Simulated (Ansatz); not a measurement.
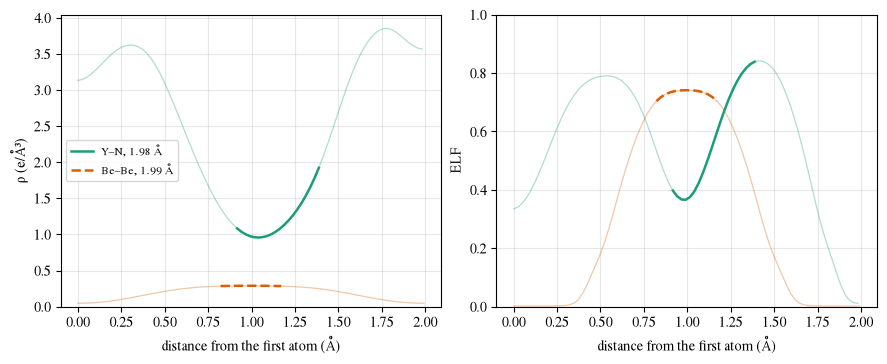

Figure. Y₂Be₂N. Valence pseudo-density and ELF along straight lines between neighbouring atoms. Thin, pale parts lie inside the atomic spheres.

Space group P4/mmm; a structure generated by program, which may or may not match a known phase; computed without spin polarisation.

All numbers below come from Ansatz 0.2.0, DFT PBE, scalar-relativistic, plane waves, PAW.

Core electrons are frozen (PAW), and the valence fields are smoothed inside the atomic spheres.

### Compare the contacts.

Y–N (1.98 Å): ρ at the midpoint is about 0.98 e/Å³; the ELF peaks at about 0.85 in the valence shell of N, 0.6 Å from its nucleus, and drops to about 0.35 between the two atoms.
Be–Be (1.99 Å): ρ is about 0.29 e/Å³ halfway; the ELF peaks at about 0.75 between the atoms.
